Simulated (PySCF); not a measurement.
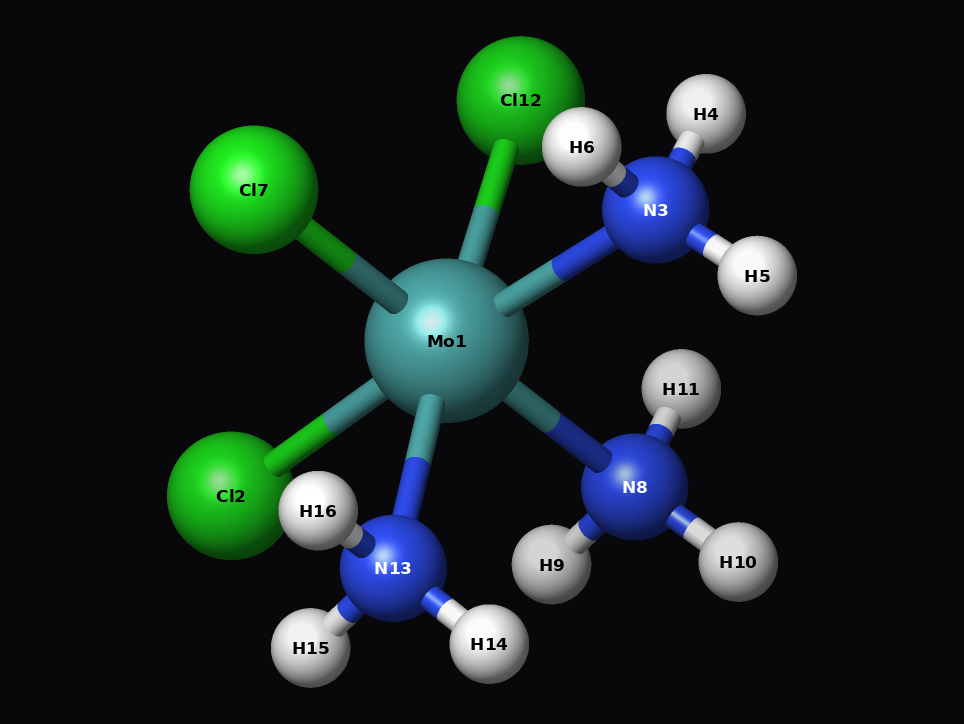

The atoms are numbered. State: neutral, quartet. The geometry was computed by an optimisation with PBE0-D3(BJ)/def2-SVP. No frequency run is at hand to confirm it as a minimum. Other spin states may lie lower.

Give the bond lengths.

```tsv
bond	length (Å)
Mo1–Cl2	2.410
Mo1–N3	2.249
Mo1–Cl7	2.410
Mo1–N8	2.249
Mo1–Cl12	2.410
Mo1–N13	2.250
N3–H4	1.024
N3–H5	1.019
N3–H6	1.025
N8–H9	1.025
N8–H10	1.019
N8–H11	1.025
N13–H14	1.019
N13–H15	1.025
N13–H16	1.025
```
